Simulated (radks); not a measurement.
Method: scalar-relativistic Kohn-Sham, PBE, spin-polarised, spherical densities, finite nucleus; computed with the in-house radial solver radks. The occupation of the 5d shell is varied from Tl²⁺ ([Xe] 4f14 5d9 6s2 (high spin)) to Tl⁺ ([Xe] 4f14 5d10 6s2), with spherical fractional occupations. Wanted, and plotted below: the total energy less the straight line between the end points, and the eigenvalue of 5d↓ (the dashed line is minus the energy to take the whole electron out).

The curve is convex (below the straight line), with the largest deviation among the points computed, −1.63 eV, at 0.5. The end points differ by 29.2 eV, the energy to take the electron out. The eigenvalue, which is the slope of the energy (Janak's theorem), moves from −35.8 eV at 0 to −22.8 eV at 1; for a straight line it would stay constant, and a parabola would sag by an eighth of this change, scaled to a whole electron, 1.63 eV. Convexity is the mark of the delocalisation error, which puts fractional charges too low; for p, d and f shells the spherical spreading of the fraction adds to it. The shell lies under occupied ones, so the straight line is a guide here rather than an exact condition.

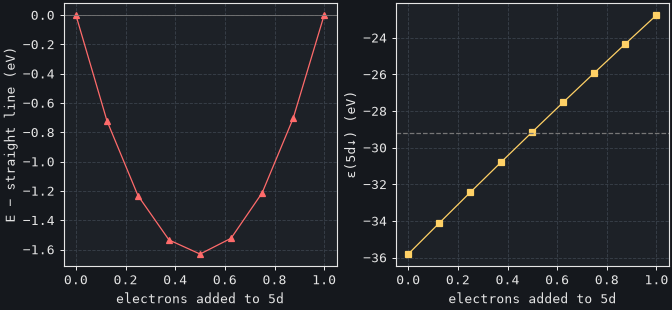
